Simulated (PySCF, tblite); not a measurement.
# C6H12BNSi: geometry, infrared bands and NMR shifts

Wanted: the infrared bands and NMR shifts of C6H12BNSi (`BC1=CC=C[Si@@H]1N(C)C`), by calculation.

The runs use tblite 0.8.0 and PySCF 2.14.0, with density-fitted response routines of our own; the level of theory stands in each step. All values are computed, except where a source is named. Atoms count from 0, in the outputs and in this text.

## Step 1: The starting structure

21 atoms, charge 0, multiplicity 1; geometry from: force field or distance geometry start.

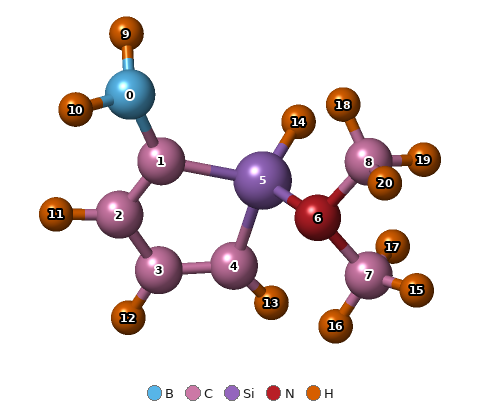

As it starts; boron blue, carbon pink, silicon purple, nitrogen red, hydrogen orange, atoms numbered.

## Step 2: Relaxing the molecule with GFN2-xTB

The job: settings as JSON, then the geometry in Å.

```
{"job": {"kind": "relax", "xc": "GFN2-xTB", "basis": "xTB"}, "charge": 0, "multiplicity": 1}
B      2.035200    -2.200100     0.277000
C      1.655900    -0.693300     0.034000
C      2.447600     0.343100     0.222100
C      1.910000     1.633100    -0.060100
C      0.666100     1.709900    -0.458100
Si     0.029000    -0.041500    -0.541900
N     -1.254200    -0.130600     0.671000
C     -2.028100     1.107900     0.510300
C     -2.201700    -1.212200     0.449300
H      2.285900    -2.804600    -0.719600
H      2.779500    -2.415700     1.183500
H      3.483000     0.184700     0.576100
H      2.501800     2.565100     0.082200
H      0.126100     2.600800    -0.714700
H     -0.334300    -0.433700    -1.868300
H     -3.015900     1.023600     1.021300
H     -1.440500     1.989600     0.838600
H     -2.189600     1.204000    -0.595600
H     -1.734400    -2.131500     0.087400
H     -2.992400    -0.857800    -0.262100
H     -2.738000    -1.423700     1.421900
```

Command:

```sh
> OMP_NUM_THREADS=1 python probes_run.py task.json out
```

The driver reads the jobs from task.json and runs them one after another.

**Question.** This job is followed by: GFN2-xTB harmonic vibrations, gas phase; GIAO PBE0/pcSseg-1 NMR shielding, non-relativistic, gas phase. Predict these results of the whole session: strongest single infrared mode (GFN2-xTB); zero-point energy (GFN2-xTB); ¹³C shifts against TMS (PBE0/pcSseg-1, means over atoms taken as alike); ¹H shifts against TMS (PBE0/pcSseg-1, means over atoms taken as alike); ¹¹B shifts against BF3·OEt2 (PBE0/pcSseg-1); ²⁹Si shifts against TMS (PBE0/pcSseg-1); ¹⁵N shifts against NH3 (PBE0/pcSseg-1).

As calculated:

| quantity | value |
| --- | --- |
| strongest single infrared mode (GFN2-xTB) | 2131 cm⁻¹, 358 km/mol |
| zero-point energy (GFN2-xTB) | 102.4 kcal/mol |
| ¹³C shifts against TMS (PBE0/pcSseg-1, means over atoms taken as alike) | 172.5, 155.5, 146.2, 138.5, 43.5 ppm |
| ¹H shifts against TMS (PBE0/pcSseg-1, means over atoms taken as alike) | 7.93, 7.17, 6.76, 6.48, 5.29, 2.57 ppm |
| ¹¹B shifts against BF3·OEt2 (PBE0/pcSseg-1) | 76.7 ppm |
| ²⁹Si shifts against TMS (PBE0/pcSseg-1) | 1.3 ppm |
| ¹⁵N shifts against NH3 (PBE0/pcSseg-1) | 19.1 ppm |

What this shows: Relaxing lowered the energy by 1.172 eV in 170 steps; the close pair that moved most is C1–Si5, from 1.845 to 1.912 Å. All 57 modes are real, so the xTB geometry is a minimum. The strongest single mode, at 2131 cm⁻¹, moves mainly H14. GFN2-xTB is a fitted tight-binding method: band positions and strengths are rough. Its intensities can rank the bands wrongly.
